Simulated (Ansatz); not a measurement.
Geometry relaxation of AlH4F

The run: geometry relaxation of AlH4F. Method and program: RKS r2SCAN-D4/def2-SVP (Ansatz 0.2.0).

The input holds or restrains some coordinates. It belongs to a series of runs on one base structure; here: pulled along the bonds that form and break, towards end A. Figures and captions count atoms from 1; the log counts them from 0 in places.

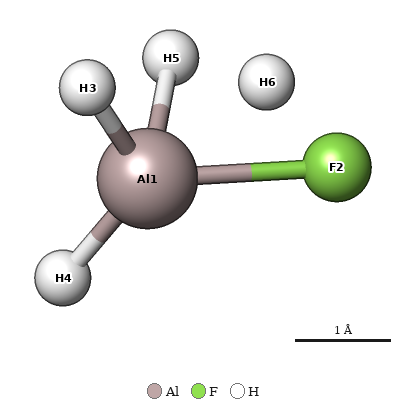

The structure as given in the input (ball-and-stick view, seen at a tilt; atoms are numbered from 1 in the order of the input). Sticks mark near contacts. Bond lengths as drawn: Al–F 2.04 Å and Al–H 1.56 to 1.86 Å.

Input file
```yaml
crystal:
  periodic: [false, false, false]
  atoms:
    - { symbol: Al, position_ang: [0.0, 0.0, 0.0] }
    - { symbol: F, position_ang: [0.0, 0.0, 2.04] }
    - { symbol: H, position_ang: [1.351, 0.0, -0.78] }
    - { symbol: H, position_ang: [-1.351, 0.0, -0.78] }
    - { symbol: H, position_ang: [0.0777, -1.7634, 0.5865] }
    - { symbol: H, position_ang: [0.0582, -1.3201, 1.5347] }
basis:
  gaussian: { orbitals: def2-SVP }
hamiltonian:
  xc: r2scan
  dispersion: d4
relax:
  f_tol: 0.15
  max_steps: 25
  restrain:
    - { distance: [0, 4], at: 2.76, k: 30.0 }
    - { distance: [5, 1], at: 2.12, k: 30.0 }
    - { distance: [0, 1], at: 1.69, k: 30.0 }
    - { distance: [5, 4], at: 0.66, k: 30.0 }
output:
  orbitals: {}
```

Hardware: 1 thread of Intel Xeon (Sapphire Rapids), 192 GiB of memory available, shared host.

Launch command:
```bash
ansatz run input.yaml --threads 1 --pin off --max-ram 2048MiB --backend cpu --events-out ev --progress --plain --runs-dir out
```

The program's output
```
The last accepted step is kept in [file] (removed where the run ends without a failure and the disk answers)
Engine: ansatz 0.2.0, x86_64-unknown-linux-gnu
Functional definition: r2SCAN
  parameter k0 = 0.174
  parameter k1 = 0.065
  parameter a1 = 4.9479
  exchange = r2scan_x(k0 = k0, k1 = k1, a1 = a1)
  correlation = r2scan_c
573 factors; their error is unknown
mean field evaluation 1: about -9369.9815 eV, gradient 3.2e1 eV
mean field evaluation 2: about -9362.1383 eV, gradient 7.7e1 eV
mean field evaluation 4: about -9371.8131 eV, gradient 1.7e0 eV
mean field evaluation 8: about -9371.7949 eV, gradient 2.7e-2 eV
mean field -9371.79490552 eV, -344.4071103470 hartree, gradient 1.9e-5 eV, S^2 0.000000; 0 other end points of the search recorded, 0 dependent functions left out
the calculation of the forces begins
reference -9371.79491609 eV, -344.4071107356 hartree; 13, 13 occupied and 39, 39 virtual orbitals, 573 factors
relax step   1: F+E_penalty+E_count = -9371.80967536 eV  Δ(F+E_penalty+E_count) = +0.000e0 eV  max|allowed force component| = 2.385e0 eV/Å  E_restraint = 23.69446004 eV  max|allowed force component, restraints' pulls added| = 2.466e1 eV/Å  Δτ_max = 0.0000 Å  (23 SCF iters, accepted)
  distance Al 0 - H 4 = 1.8600 Å
  distance H 5 - F 1 = 1.4147 Å
  distance Al 0 - F 1 = 2.0400 Å
  distance H 5 - H 4 = 1.0469 Å
these checks for a lower state are left out or cut short: starts, cluster_reference, orbital_swaps, neighbouring_geometries, increment
573 factors; their error is unknown
mean field evaluation 16: about -9372.4049 eV, gradient 1.0e0 eV
mean field -9372.37893228 eV, -344.4285729348 hartree, gradient 5.3e-6 eV, S^2 0.000000; 0 other end points of the search recorded, 0 dependent functions left out
the calculation of the forces begins
reference -9372.37894297 eV, -344.4285733274 hartree; 13, 13 occupied and 39, 39 virtual orbitals, 573 factors
relax step   2: F+E_penalty+E_count = -9372.39277706 eV  Δ(F+E_penalty+E_count) = -5.831e-1 eV  max|allowed force component| = 3.004e0 eV/Å  E_restraint = 9.80342134 eV  max|allowed force component, restraints' pulls added| = 1.697e1 eV/Å  Δτ_max = 0.1949 Å  (32 SCF iters, accepted)
  distance Al 0 - H 4 = 2.1776 Å
  distance H 5 - F 1 = 1.6602 Å
  distance Al 0 - F 1 = 1.9494 Å
  distance H 5 - H 4 = 0.8489 Å
these checks for a lower state are left out or cut short: starts, cluster_reference, orbital_swaps, neighbouring_geometries, increment
573 factors; their error is unknown
mean field -9372.80881940 eV, -344.4443709950 hartree, gradient 2.0e-5 eV, S^2 0.000000; 0 other end points of the search recorded, 0 dependent functions left out
the calculation of the forces begins
reference -9372.80883005 eV, -344.4443713863 hartree; 13, 13 occupied and 39, 39 virtual orbitals, 573 factors
relax step   3: F+E_penalty+E_count = -9372.82232784 eV  Δ(F+E_penalty+E_count) = -4.296e-1 eV  max|allowed force component| = 2.456e0 eV/Å  E_restraint = 1.79611220 eV  max|allowed force component, restraints' pulls added| = 8.813e0 eV/Å  Δτ_max = 0.1946 Å  (30 SCF iters, accepted)
  distance Al 0 - H 4 = 2.4713 Å
  distance H 5 - F 1 = 1.9744 Å
  distance Al 0 - F 1 = 1.8019 Å
  distance H 5 - H 4 = 0.7114 Å
these checks for a lower state are left out or cut short: starts, cluster_reference, orbital_swaps, neighbouring_geometries, increment
573 factors; their error is unknown
mean field evaluation 32: about -9373.1585 eV, gradient 1.6e-1 eV
mean field -9373.12958854 eV, -344.4561590435 hartree, gradient 2.4e-5 eV, S^2 0.000000; 0 other end points of the search recorded, 0 dependent functions left out
the calculation of the forces begins
reference -9373.12959947 eV, -344.4561594452 hartree; 13, 13 occupied and 39, 39 virtual orbitals, 573 factors
relax step   4: F+E_penalty+E_count = -9373.14306521 eV  Δ(F+E_penalty+E_count) = -3.207e-1 eV  max|allowed force component| = 1.572e0 eV/Å  E_restraint = 0.09501794 eV  max|allowed force component, restraints' pulls added| = 2.203e0 eV/Å  Δτ_max = 0.1942 Å  (25 SCF iters, accepted)
  distance Al 0 - H 4 = 2.7017 Å
  distance H 5 - F 1 = 2.1429 Å
  distance Al 0 - F 1 = 1.6835 Å
  distance H 5 - H 4 = 0.7086 Å
these checks for a lower state are left out or cut short: starts, cluster_reference, orbital_swaps, neighbouring_geometries, increment
573 factors; their error is unknown
mean field -9373.28918370 eV, -344.4620240573 hartree, gradient 2.4e-5 eV, S^2 0.000000; 0 other end points of the search recorded, 0 dependent functions left out
the calculation of the forces begins
reference -9373.28919488 eV, -344.4620244684 hartree; 13, 13 occupied and 39, 39 virtual orbitals, 573 factors
relax step   5: F+E_penalty+E_count = -9373.30252853 eV  Δ(F+E_penalty+E_count) = -1.595e-1 eV  max|allowed force component| = 1.125e0 eV/Å  E_restraint = 0.08665918 eV  max|allowed force component, restraints' pulls added| = 8.571e-1 eV/Å  Δτ_max = 0.1694 Å  (23 SCF iters, accepted)
  distance Al 0 - H 4 = 2.7334 Å
  distance H 5 - F 1 = 2.1399 Å
  distance Al 0 - F 1 = 1.6849 Å
  distance H 5 - H 4 = 0.7282 Å
these checks for a lower state are left out or cut short: starts, cluster_reference, orbital_swaps, neighbouring_geometries, increment
573 factors; their error is unknown
mean field -9373.31105361 eV, -344.4628277617 hartree, gradient 1.4e-5 eV, S^2 0.000000; 0 other end points of the search recorded, 0 dependent functions left out
the calculation of the forces begins
reference -9373.31106466 eV, -344.4628281677 hartree; 13, 13 occupied and 39, 39 virtual orbitals, 573 factors
relax step   6: F+E_penalty+E_count = -9373.32443149 eV  Δ(F+E_penalty+E_count) = -2.190e-2 eV  max|allowed force component| = 5.048e-1 eV/Å  E_restraint = 0.16213943 eV  max|allowed force component, restraints' pulls added| = 2.223e0 eV/Å  Δτ_max = 0.1953 Å  (24 SCF iters, rejected (line search))
  distance Al 0 - H 4 = 2.7544 Å
  distance H 5 - F 1 = 2.1372 Å
  distance Al 0 - F 1 = 1.6875 Å
  distance H 5 - H 4 = 0.7624 Å
these checks for a lower state are left out or cut short: starts, cluster_reference, orbital_swaps, neighbouring_geometries, increment
573 factors; their error is unknown
mean field -9373.30448140 eV, -344.4625862375 hartree, gradient 1.3e-5 eV, S^2 0.000000; 0 other end points of the search recorded, 0 dependent functions left out
the calculation of the forces begins
reference -9373.30449251 eV, -344.4625866459 hartree; 13, 13 occupied and 39, 39 virtual orbitals, 573 factors
relax step   7: F+E_penalty+E_count = -9373.31782832 eV  Δ(F+E_penalty+E_count) = -1.530e-2 eV  max|allowed force component| = 1.267e0 eV/Å  E_restraint = 0.06246649 eV  max|allowed force component, restraints' pulls added| = 1.807e-1 eV/Å  Δτ_max = 0.0872 Å  (25 SCF iters, accepted)
  distance Al 0 - H 4 = 2.7542 Å
  distance H 5 - F 1 = 2.1307 Å
  distance Al 0 - F 1 = 1.6837 Å
  distance H 5 - H 4 = 0.7231 Å
these checks for a lower state are left out or cut short: starts, cluster_reference, orbital_swaps, neighbouring_geometries, increment
573 factors; their error is unknown
mean field evaluation 64: about -9373.2996 eV, gradient 1.3e-5 eV
mean field -9373.29960562 eV, -344.4624070558 hartree, gradient 1.3e-5 eV, S^2 0.000000; 0 other end points of the search recorded, 0 dependent functions left out
the calculation of the forces begins
reference -9373.29961673 eV, -344.4624074640 hartree; 13, 13 occupied and 39, 39 virtual orbitals, 573 factors
relax step   8: F+E_penalty+E_count = -9373.31293782 eV  Δ(F+E_penalty+E_count) = +4.891e-3 eV  max|allowed force component| = 1.380e0 eV/Å  E_restraint = 0.05539588 eV  max|allowed force component, restraints' pulls added| = 1.322e-2 eV/Å  Δτ_max = 0.0327 Å  (26 SCF iters, accepted)
```

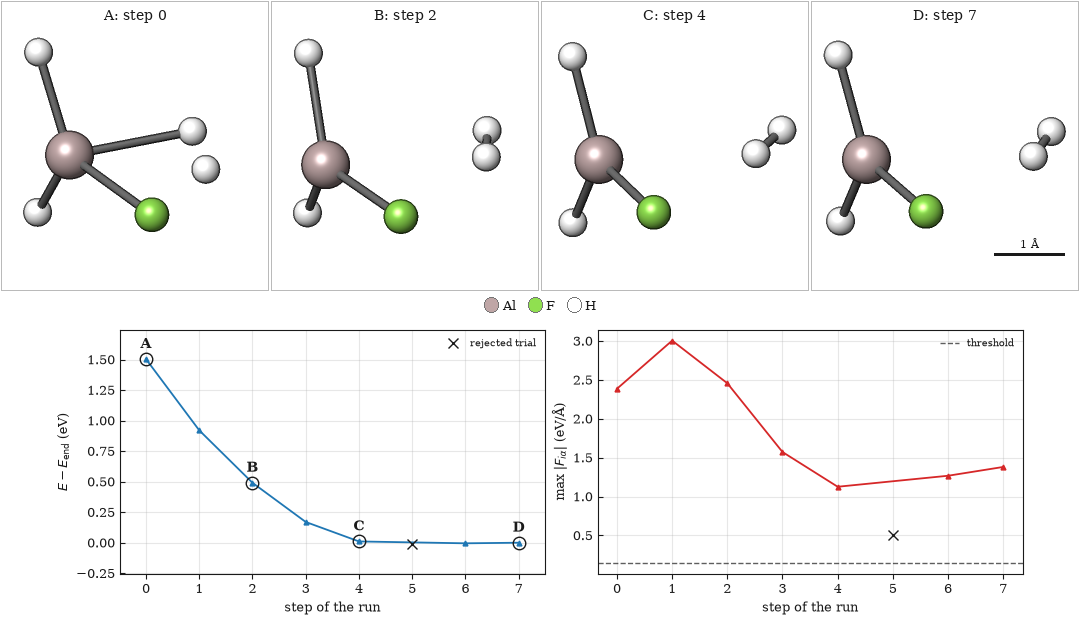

Frames of the restrained relaxation (ball-and-stick view, seen at a tilt) above the curves, on which the letters mark them (the first geometry is step 0 here and step 1 in the log).

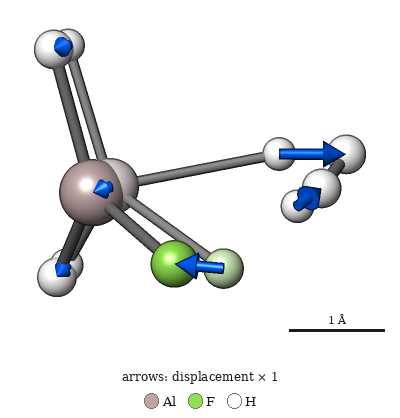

Start (faint) and end (solid) with the displacements as blue arrows, at true length (ball-and-stick view, seen at a tilt). The two geometries are laid on each other by the best rigid fit. Over 7 geometry steps the energy falls by 1.503 eV. Largest force component: 2.4 eV/Å at the start, 1.4 eV/Å at the end. The line search rejected the trial step at point 5 (counted from 0) and went back. H5 moves most after the best rigid fit: 0.71 Å. Largest moves by element: H 0.71 Å, F 0.53 Å, Al 0.23 Å. Distances before and after: Al1–H5 1.860 → 2.756 Å, Al1–F2 2.040 → 1.683 Å, H5–H6 1.047 → 0.720 Å, Al1–H3 1.560 → 1.579 Å. New bonds form: H5–H6 (1.05 → 0.72 Å). Among the angles that change: H3–Al1–H4 120.0° → 126.2°, F2–Al1–H3 120.0° → 116.9°. (Atoms are counted from 1 in the order of the input.)

```
  distance Al 0 - H 4 = 2.7564 Å
  distance H 5 - F 1 = 2.1287 Å
  distance Al 0 - F 1 = 1.6834 Å
  distance H 5 - H 4 = 0.7197 Å
573 factors; their error is unknown
mean field -9373.29960562 eV, -344.4624070558 hartree, gradient 1.3e-5 eV, S^2 0.000000; 1 other end points of the search recorded, 0 dependent functions left out
the calculation of the forces begins
reference -9373.29961673 eV, -344.4624074640 hartree; 13, 13 occupied and 39, 39 virtual orbitals, 573 factors
Total energy: -9373.31294892 eV, -344.4628974132 hartree
Atom 0 at    -0.001700     0.232710     0.002162 Å, force     0.005635    -0.088822     0.221757 eV/Å
Atom 1 at     0.000799     0.354903     1.681150 Å, force    -0.007342     0.231932    -0.166517 eV/Å
Atom 2 at     1.404359     0.244546    -0.716310 Å, force    -0.009702     0.002815     0.007432 eV/Å
Atom 3 at    -1.411389     0.181510    -0.707350 Å, force     0.008745     0.000749     0.007862 eV/Å
Atom 4 at     0.080082    -2.346931     0.969761 Å, force     0.036725    -1.379858    -1.041579 eV/Å
Atom 5 at     0.063749    -1.750238     1.371787 Å, force    -0.034062     1.233184     0.971045 eV/Å
Dipole moment:     0.000911    -0.069481    -0.239073 e Å
```

Trajectory as extended XYZ (Å, eV, eV/Å), 8 frames, from step=1 to step=8
```
6
Properties=species:S:1:pos:R:3:forces:R:3 step=1 energy=-9371.80968
Al    0.0000    0.0000    0.0000    0.0667  -1.3028   2.3852
F     0.0000    0.0000    2.0400    0.0106   0.1204  -2.2699
H     1.3510    0.0000   -0.7800    0.3945   0.4476   0.1600
H    -1.3510    0.0000   -0.7800   -0.3982   0.3789   0.1947
H     0.0777   -1.7634    0.5865   -0.0526   0.3560   1.8286
H     0.0582   -1.3201    1.5347   -0.0210   0.0000  -2.2986
6
Properties=species:S:1:pos:R:3:forces:R:3 step=2 energy=-9372.39278
Al   -0.0055    0.1550    0.0360    0.1413  -1.3967   2.9106
F    -0.0047    0.1109    1.9849   -0.0332   1.0362  -3.0043
H     1.3520    0.0070   -0.7756    0.0671   0.4227   0.3401
H    -1.3535    0.0062   -0.7760   -0.1633   0.3730   0.3118
H     0.0839   -1.9134    0.7108   -0.0356   0.4774   1.0764
H     0.0637   -1.4492    1.4212    0.0237  -0.9127  -1.6345
6
Properties=species:S:1:pos:R:3:forces:R:3 step=3 energy=-9372.82233
Al   -0.0100    0.3124    0.0915    0.1444  -1.6389   1.5627
F    -0.0111    0.2656    1.8928   -0.0235   0.8847  -2.4560
H     1.3462    0.0152   -0.7640   -0.2499   0.5893   0.5816
H    -1.3505    0.0136   -0.7656    0.1290   0.5428   0.5308
H     0.0899   -2.0567    0.7875    0.0554  -1.4268  -1.7737
H     0.0714   -1.6335    1.3590   -0.0555   1.0489   1.5545
6
Properties=species:S:1:pos:R:3:forces:R:3 step=4 energy=-9373.14307
Al   -0.0056    0.3390    0.0519   -0.1429  -0.9174   0.6913
F    -0.0124    0.3723    1.7351   -0.0041   0.5521  -0.2096
H     1.3051    0.0925   -0.6960    0.8569   0.2752  -0.2426
H    -1.3223    0.0856   -0.7047   -0.7086   0.2802  -0.1607
H     0.0962   -2.2377    0.8579    0.0628  -1.5684  -1.5721
H     0.0749   -1.7352    1.3571   -0.0641   1.3783   1.4936
6
Properties=species:S:1:pos:R:3:forces:R:3 step=5 energy=-9373.30253
Al   -0.0096    0.1931    0.0037    0.0820   0.1324   0.5726
F     0.0005    0.4064    1.6751   -0.0391   0.1217  -0.1524
H     1.4038    0.2036   -0.6555    0.1950  -0.0511  -0.2235
H    -1.4164    0.1663   -0.6636   -0.2364  -0.0636  -0.2037
H     0.0911   -2.3599    0.9751    0.0341  -1.1254  -0.7107
H     0.0664   -1.6930    1.2665   -0.0356   0.9860   0.7176
6
Properties=species:S:1:pos:R:3:forces:R:3 step=6 energy=-9373.32443 accepted=F
Al   -0.0067    0.2881   -0.0039   -0.0278  -0.5048   0.4931
F    -0.0054    0.3479    1.6825   -0.0154   0.3854  -0.2712
H     1.3901    0.1990   -0.7109    0.1416   0.1443  -0.0695
H    -1.4042    0.1670   -0.7131   -0.0994   0.1373  -0.0376
H     0.0897   -2.3111    0.9027   -0.0001  -0.0429  -0.0144
H     0.0724   -1.7745    1.4439    0.0010  -0.1194  -0.1003
6
Properties=species:S:1:pos:R:3:forces:R:3 step=7 energy=-9373.31783
Al   -0.0032    0.2334    0.0078    0.0008  -0.1213   0.2726
F    -0.0015    0.3691    1.6860   -0.0094   0.2270  -0.1715
H     1.4018    0.2237   -0.7031    0.0406   0.0211  -0.0291
H    -1.4104    0.1712   -0.6979   -0.0336   0.0153  -0.0209
H     0.0844   -2.3479    0.9643    0.0379  -1.2667  -0.9226
H     0.0649   -1.7329    1.3440   -0.0363   1.1246   0.8715
6
Properties=species:S:1:pos:R:3:forces:R:3 step=8 energy=-9373.31294
Al   -0.0017    0.2327    0.0022    0.0056  -0.0888   0.2218
F     0.0008    0.3549    1.6811   -0.0073   0.2319  -0.1665
H     1.4044    0.2445   -0.7163   -0.0097   0.0028   0.0074
H    -1.4114    0.1815   -0.7074    0.0087   0.0007   0.0079
H     0.0801   -2.3469    0.9698    0.0367  -1.3799  -1.0416
H     0.0637   -1.7502    1.3718   -0.0341   1.2332   0.9710
```

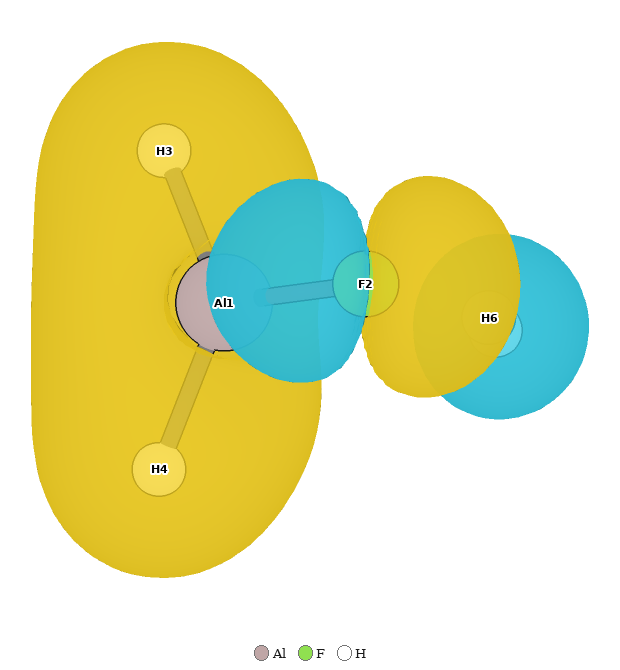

The HOMO−1 at ±0.08 Å⁻³ᐟ² (yellow and cyan are the two phases), seen at a tilt. By Hirshfeld shares it lies mainly on F2 (40 %), Al1 (25 %), H3 (15 %) and H4 (15 %). Its energy is −9.34 eV.

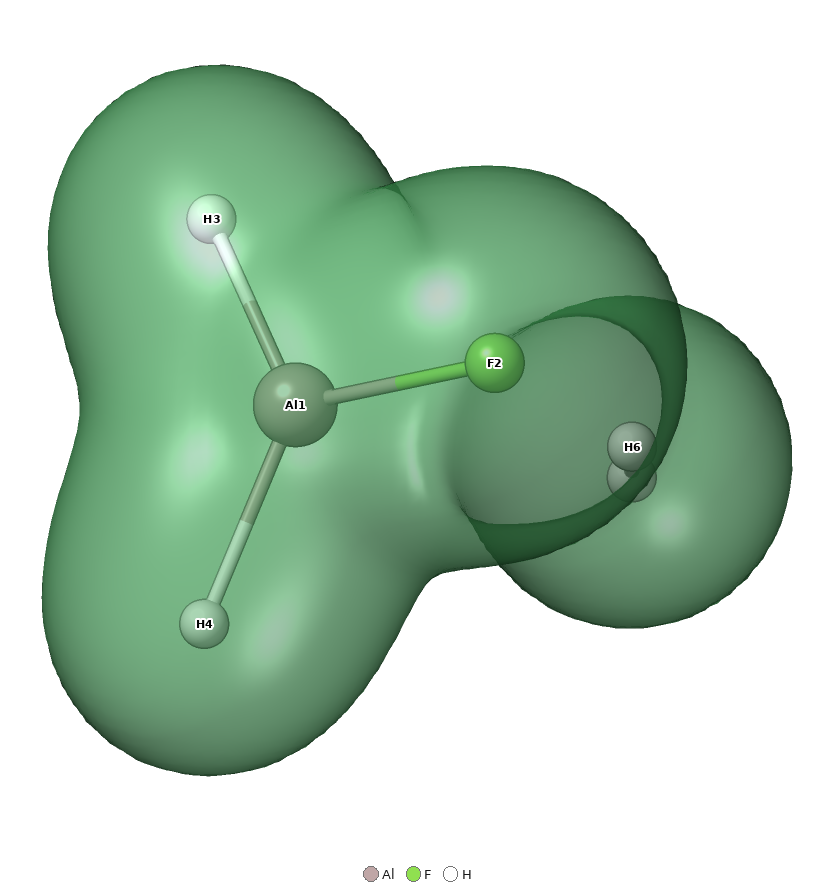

Isosurface of the total electron density at 0.05 e/Å³ (green), seen at a tilt. At this value the surface is in one piece. On the grid the lowest density along these lines, outside the cores, is 0.09 e/Å³ (Al···H, 2.41 Å), 0.63 e/Å³ (Al–F, 1.68 Å), 1.8 e/Å³ (H–H, 0.72 Å) and 0.55 e/Å³ (Al–H, 1.58 Å).

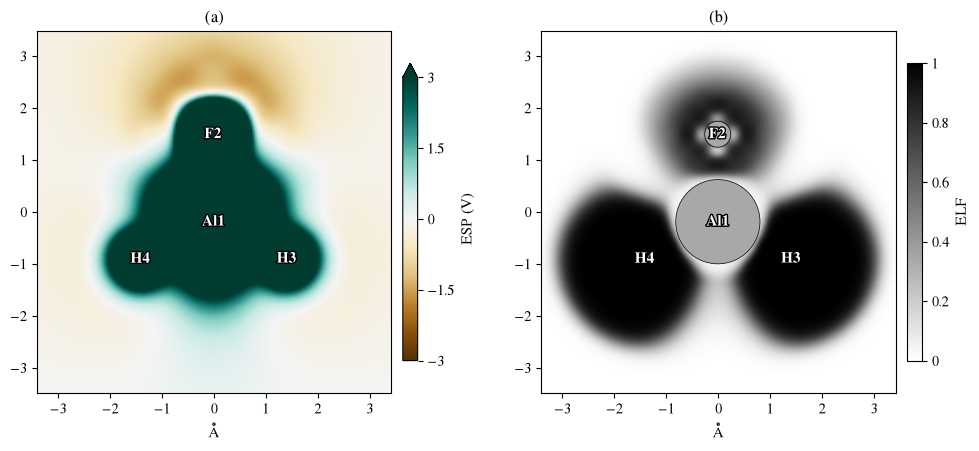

(a) electrostatic potential; (b) electron localisation function on the plane of atoms F2, Al1 and H4. Grey discs, where drawn, cover atomic cores. Atoms in the plane: Al, F and H. Al–F (1.68 Å): the ELF peaks at about 0.90 in the valence shell of F, 0.6 Å from its nucleus, and is about 0.25 at the midpoint. Al–H (1.58 Å): the ELF climbs to about 1 towards the hydrogen, as it does in any bond to H.

Summary

| quantity | value |
| --- | --- |
| outcome | converged under the restraints of the input |
| total energy | −9373.3129 eV |
| mean-field energy | −9373.2996 eV |
| largest force (length of the vector) at the end, held atoms and coordinates included | 1.729 eV/Å |
| wall time | 12 s |
| peak memory | 0.14 GiB |
